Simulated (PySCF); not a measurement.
Molecule: Si(H)2(Me)(NEtMe), SMILES CN(CC)[SiH2]C. Atoms near the plane z = 1.2 Å, at the GFN2-xTB optimised geometry (x, y, z in Å): Si1 (0.8, -1.3, 0.0), C2 (2.7, -1.3, 0.0), N3 (0.2, 0.3, 0.0), C4 (1.0, 1.4, 0.5), C5 (-1.2, 0.6, 0.0), H7 (0.3, -2.1, 1.2), H9 (3.1, -0.9, 0.9), H11 (3.0, -2.3, -0.1), H12 (0.8, 1.7, 1.5), H13 (0.8, 2.3, -0.2), H14 (2.1, 1.2, 0.4), H16 (-1.5, 0.8, 1.1), H18 (-2.0, -1.3, -0.2).

Calculation: CAM-B3LYP/def2-SVP (PySCF). The values are rescaled to run from 0 to 1.

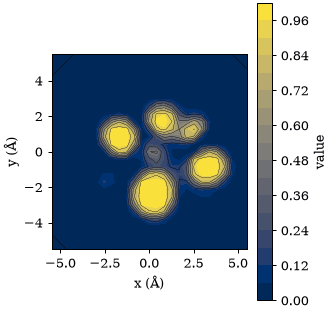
Fig. 1. a field on the plane z = 1.2 Å.

Question: Which quantity is mapped?
A. electron localisation function
B. log10 of the electron density
C. Laplacian of the electron density
D. deformation density (molecule minus spherical neutral atoms)

Answer: A, electron localisation function
